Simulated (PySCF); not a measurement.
CH₄BrF, SMILES `Br.CF`.

Computed with PySCF, TPSS/6-311G**, geometry: GFN2-xTB. GFN2-xTB bond lengths at metals and heavier atoms can be off by up to 0.1 Å and shapes distorted, which carries into these values.

Cartesian coordinates (Å):

```
Br1     -1.4585   -0.0024   -0.0000
H2      -0.0613    0.0280    0.0039
C3       3.4684   -0.0180    0.0003
F4       2.0994    0.0281   -0.0007
H5       3.8201    0.5122   -0.8842
H6       3.7664   -1.0658   -0.0262
H7       3.8169    0.4660    0.9122
```

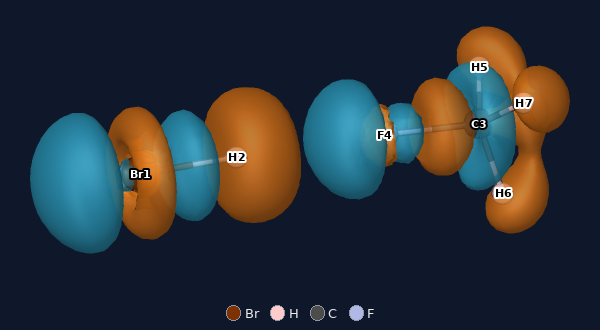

Density of the complex less the densities of the two fragments at the same geometry, ±0.002 e/Å³ (light blue: gain, orange: loss). Fragment A: HBr (atoms 1–2); fragment B: H3CF.

Question: How is the density rearranged on binding?

Answer: Hirshfeld charges show 0.009 e passing from B to A. By Hirshfeld charges, electrons gather most on Br1 (−0.022 e) and leave H2 most (+0.013 e); 0.05 e is displaced in all, which induces a dipole of 0.53 D.

Question: What is the interaction energy, and which contacts carry it?

Answer: The counterpoise-corrected interaction energy of the frozen fragments is −2.0 kcal/mol without dispersion correction and −2.6 kcal/mol with D3(BJ). The pair geometry is semi-empirical, not a minimum at this level. Contacts: H2···F4, hydrogen bond, 2.16 Å, ρ = 0.012 a.u. The pose is a local one from a semi-empirical search, not shown to be the most stable.
